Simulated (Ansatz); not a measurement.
The parent structure is HfO2 (space group P4_2/nmc, No. 137; a = 3.568 Å, c = 5.167 Å). Axes: x, y, z lie along a, b, c of the conventional cell.

It is then changed as follows: compressive biaxial strain of 1.23 % in the plane normal to [001], as in epitaxy on a mismatched substrate; the out-of-plane cell vector and the atoms relax.

The values are results of PBEsol in Ansatz (plane waves to 420 eV, PAW, no spin-orbit coupling), earlier PAW set, not measurements.

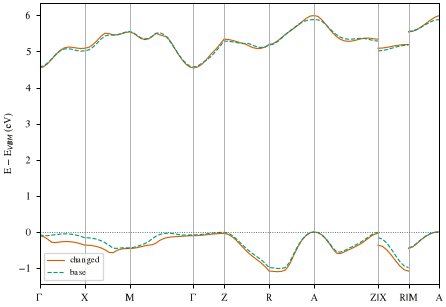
Fig. 1. Highest valence and lowest conduction band along the path, each from its own valence-band maximum

The gap is 4.54 eV, indirect, A → Γ; the base has 4.57 eV.

With Hf present, leaving out spin-orbit coupling can change the band edges. Stability against distortions was not tested. This is not the structure that HfO2 has at room temperature and ambient pressure.

Ansatz is an electronic-structure program.
